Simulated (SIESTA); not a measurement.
Band structure of Na₃Ga (Pm-3m, 4 atoms in the cell).

```yaml
crystal:
  lattice:
    - [4.94161, 0.00000, 0.00000]
    - [0.00000, 4.94161, 0.00000]
    - [0.00000, 0.00000, 4.94161]
  atoms:
    - { symbol: Na, position: [0.50000, 0.00000, 0.50000] }
    - { symbol: Na, position: [0.00000, 0.50000, 0.50000] }
    - { symbol: Na, position: [0.50000, 0.50000, 0.00000] }
    - { symbol: Ga, position: [0.00000, 0.00000, 0.00000] }
```

Level of theory: LDA PW92, numerical atomic orbitals DZP, PseudoDojo LDA standard norm-conserving potentials (rewritten from UPF to PSML) run with SIESTA.

Settings: XC.functional = LDA; XC.authors = PW92; potentials = PseudoDojo LDA standard; PAO.BasisSize = DZP; PAO.EnergyShift = 0.005 Ry; MeshCutoff = 350 Ry; kgrid.MonkhorstPack = 9 9 9; OccupationFunction = FD; ElectronicTemperature = 0.136 eV; MaxSCFIterations = 150; SCF.Mixer.Method = Pulay; SCF.Mixer.Weight = 0.1; SCF.Mixer.History = 8; SCF.DM.Tolerance = 1.0E-05.

The starting cell comes from a database of computed structures (which also holds hypothetical and non-ambient phases and stackings), without a prior relaxation at this level. Its lattice was rescaled by a random factor within 2.5 % of one. Values carry the incompleteness of an atom-centred basis.

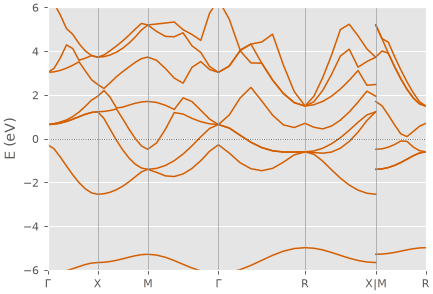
Fig. 1. Bands along the path, energies from the Fermi level.

Levels in eV from the Fermi level, bands 17 to 22:
```json
[
 {"point": "Γ", "17": "-14.73", "18": "-6.16", "19": "-0.28", "20": "0.65", "21": "0.65", "22": "0.65"},
 {"point": "X", "17": "-14.73", "18": "-5.66", "19": "-2.54", "20": "1.23", "21": "1.23", "22": "1.94"},
 {"point": "M", "17": "-14.73", "18": "-5.28", "19": "-1.40", "20": "-1.40", "21": "-0.49", "22": "1.70"},
 {"point": "R", "17": "-14.73", "18": "-4.98", "19": "-0.60", "20": "-0.60", "21": "-0.60", "22": "0.70"}
]
```

Bands cross the Fermi level along this path, so the cell is metallic at this level.

Higher empty bands are left out: an atom-centred basis made for the valence describes them poorly.
